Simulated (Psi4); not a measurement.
**CSe (SMILES [C][Se]) at TPSS/cc-pVTZ**

What is the vertical singlet–triplet gap of CSe at TPSS/cc-pVTZ? 

The results are computed with Psi4 1.11.

## Step 1: Starting point

CSe: 2 atoms, total charge 0, spin state singlet. SMILES: `[C][Se]`. The shape is that of a PBE0-D4/def2-TZVP optimisation.

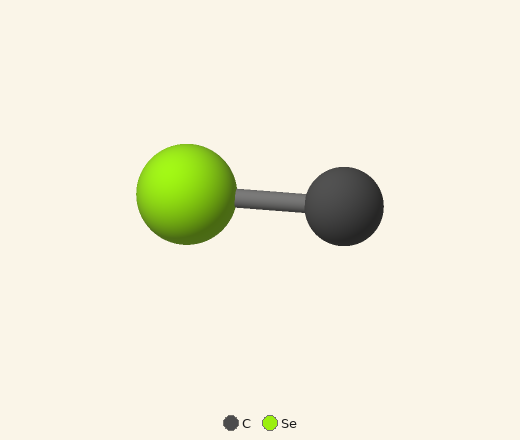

The structure, seen from a chosen angle (carbon dark grey, selenium green).

## Step 2: Energy and gradient at TPSS/cc-pVTZ

File run.py:

```python
import numpy as np
from ase.calculators.psi4 import Psi4
from ase import Atoms

mol = Atoms(['C', 'Se'], positions=[
    [0.000000, 0.000000, -0.008520],
    [0.000000, 0.000000, 1.662780],
])
calc = Psi4(atoms=mol, method='tpss', basis='cc-pVTZ', memory='2200MB', num_threads=1, charge=0, multiplicity=1, label='psi4-calc')
calc.psi4.set_options({'puream': True, 'e_convergence': 1e-09, 'd_convergence': 1e-08, 'scf_type': 'pk', 'dft_radial_points': 99, 'dft_spherical_points': 590})
mol.calc = calc

forces = mol.get_forces()
print(f'energy: {mol.get_potential_energy():.6f} eV')
print('forces / eV A^-1')
print(np.round(forces, 5))
```

Started as:

```console
$ python run.py
```

psi4-calc.dat, cut to the lines that bear on the results:

```text
[...]
  Running in c1 symmetry.
[...]
  Nuclear repulsion =   64.591725588870943
[...]
  Multiplicity = 1
[...]
  Nalpha       = 20
  Nbeta        = 20
[...]
    Number of basis functions: 73
[...]
   @RKS iter   1: -2439.00591338740514   -1.95371e+00   2.22089e-02 ADIIS/DIIS
[...]
   @RKS iter  10: -2439.55479311695672   -5.91172e-12   6.34841e-09 DIIS
[...]
    Orbital Energies [Eh]
    ---------------------
    Doubly Occupied:
       1A   -452.846701     2A    -57.591487     3A    -51.661098
       4A    -51.661098     5A    -51.660014     6A    -10.087768
       7A     -7.654102     8A     -5.609904     9A     -5.609904
      10A     -5.607934    11A     -2.016384    12A     -2.015953
      13A     -2.015953    14A     -2.014817    15A     -2.014817
      16A     -0.740249    17A     -0.477606    18A     -0.303405
      19A     -0.303405    20A     -0.265602
[...]
  @RKS Final Energy: -2439.55479311695672
   => Energetics <=
    Nuclear Repulsion Energy =             64.5917255888709434
    One-Electron Energy =               -3521.3976262401433814
    Two-Electron Energy =                1109.6036628289291457
    DFT Exchange-Correlation Energy =     -92.3525552946128556
    Empirical Dispersion Energy =           0.0000000000000000
    VV10 Nonlocal Energy =                  0.0000000000000000
    Total Energy =                      -2439.5547931169567164
[...]
 Multipole Moments:
 ------------------------------------------------------------------------------------
     Multipole            Electronic (a.u.)      Nuclear  (a.u.)        Total (a.u.)
 ------------------------------------------------------------------------------------
 L = 1.  Multiply by 2.5417464519 to convert [e a0] to [Debye]
 Dipole X            :         -0.0000000            0.0000000           -0.0000000
 Dipole Y            :          0.0000000            0.0000000            0.0000000
 Dipole Z            :          3.2803477           -2.4567471            0.8236005
 Magnitude           :                                                    0.8236005
[...]
  -Total Gradient:
     Atom            X                  Y                   Z
    ------   -----------------  -----------------  -----------------
       1       -0.000000000000     0.000000000000     0.015237595210
       2       -0.000000000001     0.000000000001    -0.015235704049
[...]
```

On the terminal:

```text
energy: -66383.667203 eV
forces / eV A^-1
[[ 0.      -0.      -0.78355]
 [ 0.      -0.       0.78345]]
```

Wall time 42 s (1 thread of Intel Xeon 6975P-C (Granite Rapids), shared host); peak memory 1.7 GiB.

## Step 3: The triplet, same level

File cse.inp:

```
memory 2200 MB

molecule {
  0 3
  C      0.00000000     0.00000000    -0.01610047
  Se     0.00000000     0.00000000     3.14219881
  units bohr
  symmetry c1
}

set basis cc-pVTZ
set reference uks
set puream true
set e_convergence 1e-09
set d_convergence 1e-08
set scf_type pk
set dft_radial_points 99
set dft_spherical_points 590
set maxiter 100

E, wfn = gradient("tpss", return_wfn=True)
oeprop(wfn, "LOWDIN_CHARGES", "WIBERG_LOWDIN_INDICES", "DIPOLE", title="TPSS")
```

Started as:

```console
$ psi4 -i cse.inp -o cse.out -n 1
```

cse.out, cut to the lines that bear on the results:

```text
[...]
  Running in c1 symmetry.
[...]
  Nuclear repulsion =   64.591725455479960
[...]
  Multiplicity = 3
[...]
  Nalpha       = 21
  Nbeta        = 19
[...]
    Number of basis functions: 73
[...]
   @UKS iter   1: -2438.88498868942770   -1.83278e+00   2.23780e-02 ADIIS/DIIS
[...]
   @UKS iter  13: -2439.45089295074649   -5.91172e-12   2.69132e-09 DIIS
[...]
   @S^2 Observed:                2.030451014E+00
[...]
  @UKS Final Energy: -2439.45089295074649
   => Energetics <=
    Nuclear Repulsion Energy =             64.5917254554799598
    One-Electron Energy =               -3521.4341139322941672
    Two-Electron Energy =                1109.7829188567536676
    DFT Exchange-Correlation Energy =     -92.3914233306859529
    Empirical Dispersion Energy =           0.0000000000000000
    VV10 Nonlocal Energy =                  0.0000000000000000
    Total Energy =                      -2439.4508929507464927
[...]
  -Total Gradient:
     Atom            X                  Y                   Z
    ------   -----------------  -----------------  -----------------
       1       -0.000000000000    -0.000000000000     0.040368209375
       2        0.000000000000     0.000000000002    -0.040368841399
[...]
 Multipole Moments:
 ------------------------------------------------------------------------------------
     Multipole            Electronic (a.u.)      Nuclear  (a.u.)        Total (a.u.)
 ------------------------------------------------------------------------------------
 L = 1.  Multiply by 2.5417464519 to convert [e a0] to [Debye]
 Dipole X            :         -0.0000000            0.0000000           -0.0000000
 Dipole Y            :         -0.0000000            0.0000000           -0.0000000
 Dipole Z            :          2.6167958           -2.4567472            0.1600486
 Magnitude           :                                                    0.1600486
[...]
```

Wall time 50 s (1 thread of Intel Xeon 6975P-C (Granite Rapids), shared host); peak memory 1.6 GiB.

## Step 4: Results

Level: TPSS/cc-pVTZ.

| quantity | value |
| --- | --- |
| singlet: total energy | -2439.55479 Eh |
| singlet: dipole moment | 2.09 D |
| singlet: HOMO energy | -7.23 eV |
| singlet: LUMO energy | -3.33 eV |
| singlet: HOMO–LUMO gap | 3.89 eV |
| singlet: largest force on an atom | 0.784 eV/Å |
| triplet: total energy | -2439.45089 Eh |
| triplet: dipole moment | 0.41 D |
| triplet: HOMO energy (highest over α and β) | -4.26 eV |
| triplet: ⟨S²⟩ | 2.030 |
| triplet: largest force on an atom | 2.076 eV/Å |
| vertical energy of the triplet above the singlet | 2.827 eV |

**Reading.** At this shape the triplet lies 2.83 eV (273 kJ/mol) above the singlet. The largest force (singlet) is 0.78 eV/Å: the shape isn't a stationary point for this species at this level.
